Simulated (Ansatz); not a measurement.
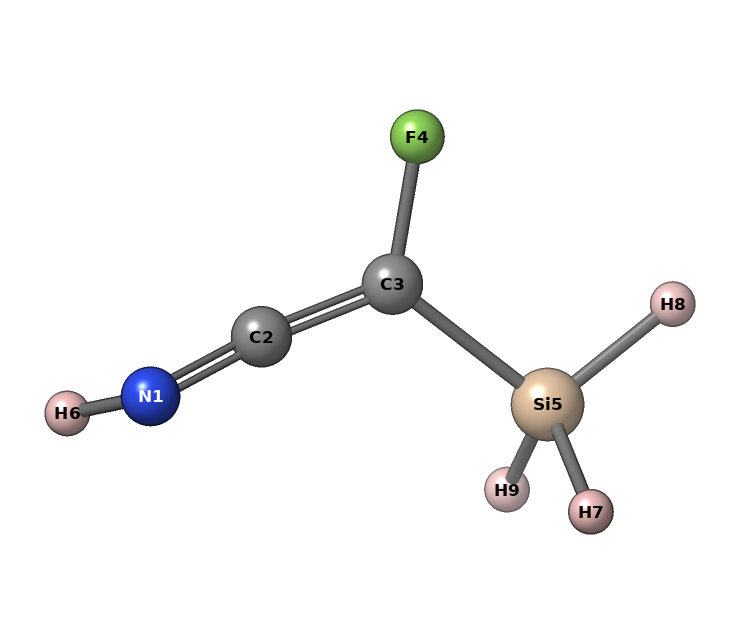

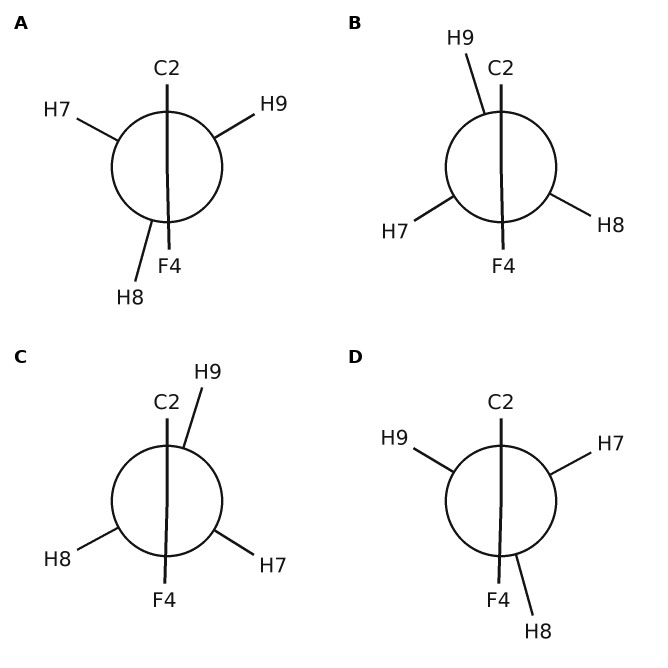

Depth is shown by fading: the farther an atom, the more it takes the colour of the background. Bonds that would overlap in a projection are set slightly apart. The geometry was computed by an optimisation with PBE-D4/def2-SVP. No frequency run is at hand to confirm it as a minimum.

Q: Which Newman projection shows the view along C3–Si5, with C3 in front?

A: A. The torsion angle F4–C3–Si5–H7 is 120°, anticlinal.
